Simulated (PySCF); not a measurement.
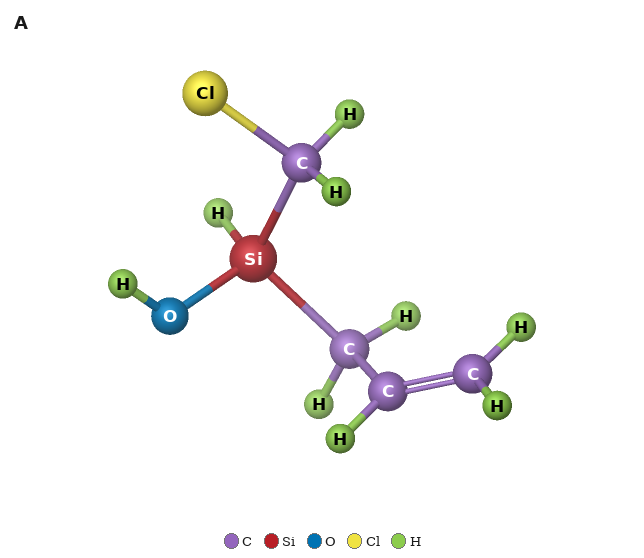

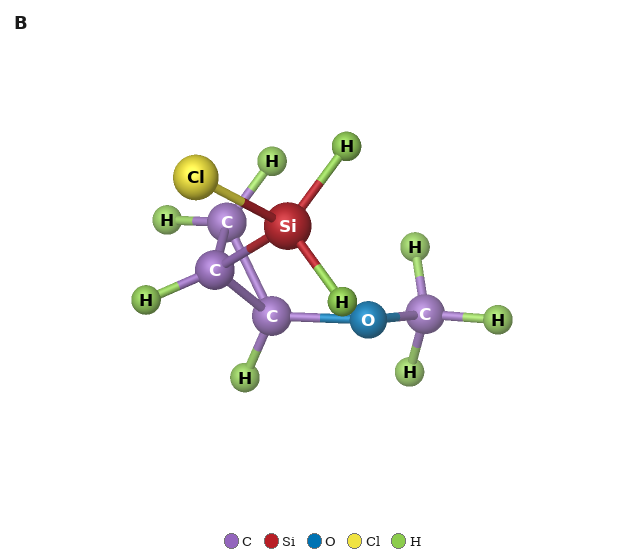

2 stationary structures of one formula. Geometries: GFN2-xTB. Electronic energies: ωB97X-D/def2-SVPD (PySCF 2.14.0), without zero-point energy. No frequency run is at hand to confirm each as a minimum. Each is one conformer, not always the lowest.

> Are they conformers, stereoisomers or constitutional isomers?

They are constitutional isomers of C4H9ClOSi: A `C=CC[Si@@H](O)CCl`, B `CO[C@@H]1C[C@@H]1[SiH2]Cl`.

> Which structure is the most stable?

A is lowest; B lies 16.3 kcal/mol above it.

The geometry is semi-empirical. Around Si such bond lengths and angles can be off by a tenth of an ångström or more and by several degrees, and values that hang on the shape move with them.
